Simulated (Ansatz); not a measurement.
# CH2GaSb: what the fields show

The calculation's input:

```
basis:
  gaussian:
    orbitals: def2-TZVPD
crystal:
  periodic: [false, false, false]
  atoms:
    - {symbol: C, position_ang: [-0.560713, 1.322397, 0.464789]}
    - {symbol: Ga, position_ang: [-2.864898, 1.928237, 1.516915]}
    - {symbol: Sb, position_ang: [-1.621511, 2.414437, -0.858343]}
    - {symbol: H, position_ang: [0.449706, 0.945114, 0.251246]}
    - {symbol: H, position_ang: [-0.866082, 1.002440, 1.494214]}
hamiltonian:
  xc: pbe0
output: {forces: true, orbitals: {seedname: orbitals}}
```

Launched as:

```sh
ansatz run input.yaml --threads 1 --pin off --max-ram 2610MiB --events-out events.jsonl --progress --plain --runs-dir runs
```

Geometry: r2SCAN-D4/def2-SVP; core potentials replace the inner electrons of Sb.

All numbers below come from isolated molecule in a Gaussian basis; Kohn-Sham density functional theory, functional PBE0 in Ansatz.

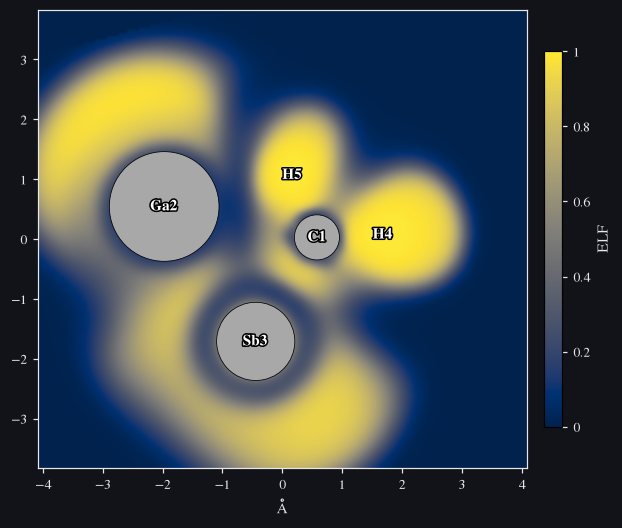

Figure 1. Electron localisation function on the molecular plane. Grey discs cover the atomic cores.

Q: Interpret the plot.

A: Atoms in the plane: C, Ga, Sb and H. C–Sb (2.02 Å): the ELF peaks at about 0.85 in the valence shell of C, 0.7 Å from its nucleus, and drops to about 0.20 between the two atoms. Ga–Sb (2.72 Å): the ELF is about 0.65 at the midpoint. C–H (1.10 Å): the ELF climbs to about 1 towards the hydrogen, as it does in any bond to H: an ordinary covalent bond to hydrogen.

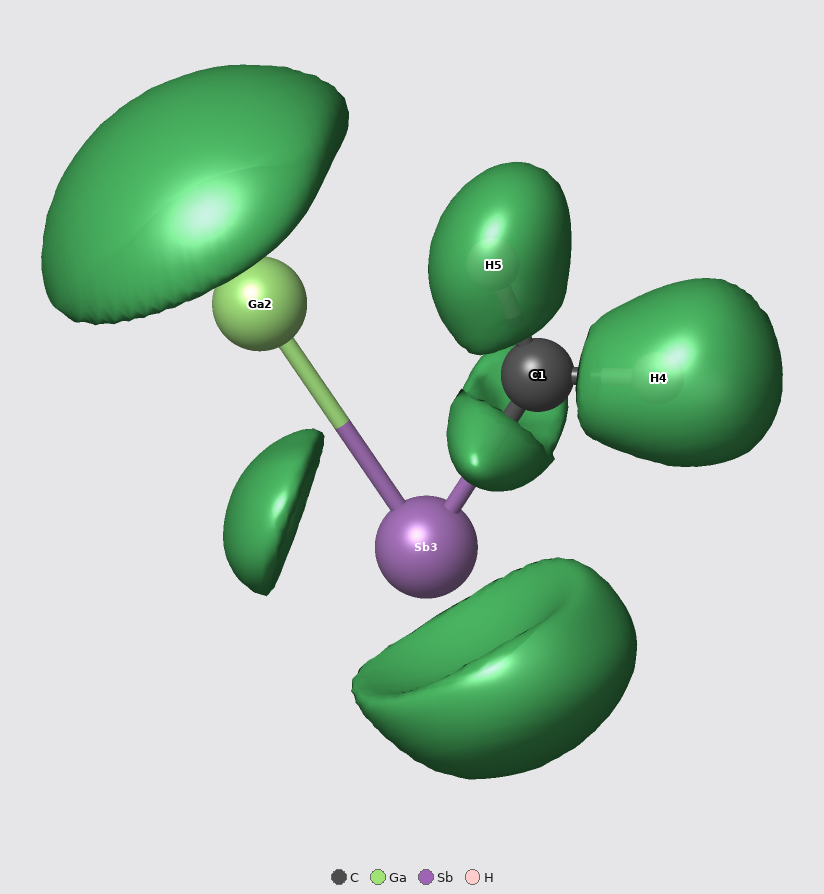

Figure 2. Isosurface of the ELF at 0.75 (green), seen at a tilt. Only the valence region is drawn (cores and ρ < 0.01 e/Å³ removed).

Q: What do the ELF domains correspond to?

A: The surface consists of two regions around hydrogen nuclei, one lobe of the valence shell of C pointing towards Sb (polar bonds), one lobe on Ga, pointing away from the bonds (lone pairs) and two lobes on Sb, pointing away from the bonds (lone pairs).

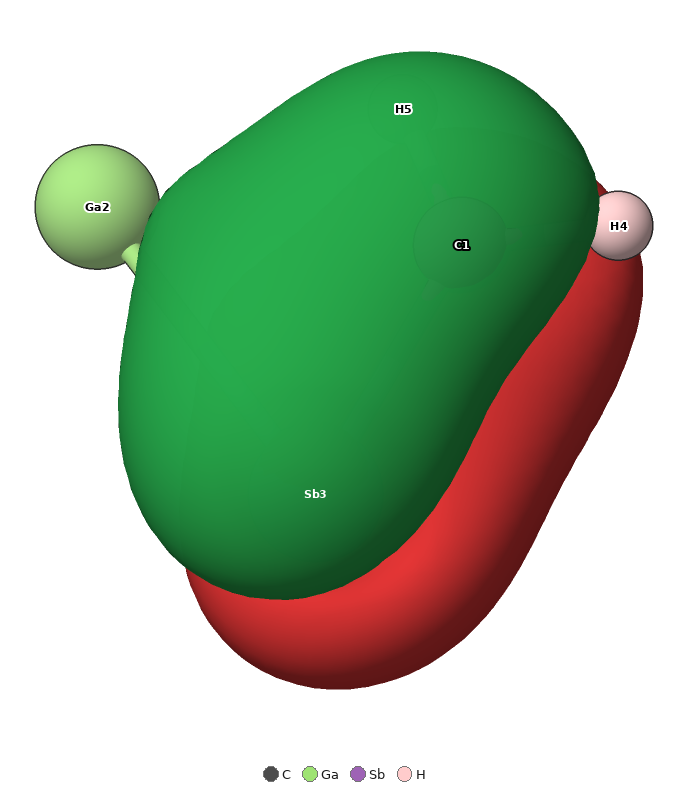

Figure 3. The HOMO−1 at ±0.1 Å⁻³ᐟ² (green and red are the two phases), seen at a tilt.

Q: Describe this orbital and give its energy.

A: Its weight (Hirshfeld) is mainly on Sb3 (about 40 %), C1 (about 40 %) and Ga2 (about 10 %); it changes sign across the molecular plane (π type); π-bonding across C1–Sb3. Its energy is −6.95 eV.

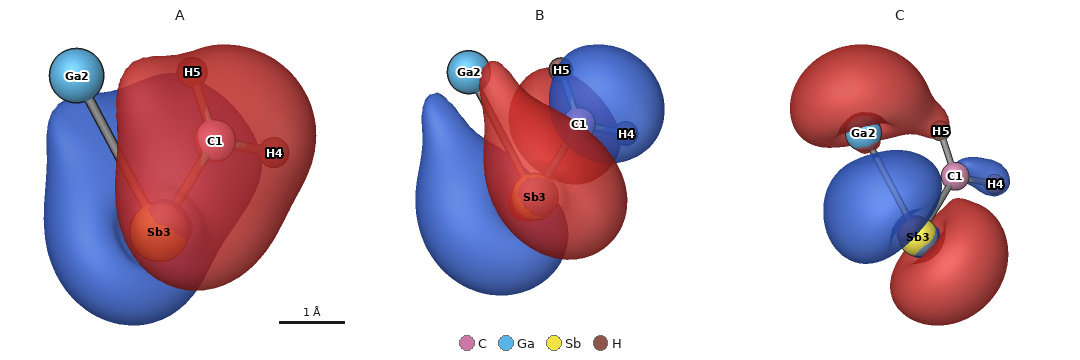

Figure 4. Three frontier orbitals at ±0.08 Å⁻³ᐟ² (red and blue are the two phases), in no order.

Q: Which picture is the HOMO−1, the HOMO and the LUMO?

A: A is the HOMO−1 (−6.95 eV). It lies mainly on Sb3 (about 40 %), C1 (about 40 %) and Ga2 (about 10 %); it changes sign across the molecular plane (π type); π-bonding across C1–Sb3. C is the HOMO (−5.35 eV). It lies mainly on Sb3 (about 55 %) and Ga2 (about 40 %); it is symmetric in the molecular plane (an in-plane orbital: σ, lone-pair or in-plane π type). B is the LUMO (−2.39 eV). It lies mainly on Sb3 (about 50 %), C1 (about 30 %) and Ga2 (about 10 %); it changes sign across the molecular plane (π type); π-antibonding (a node) across C1–Sb3.

Q: What is the HOMO–LUMO gap?

A: 2.96 eV between the orbital energies.
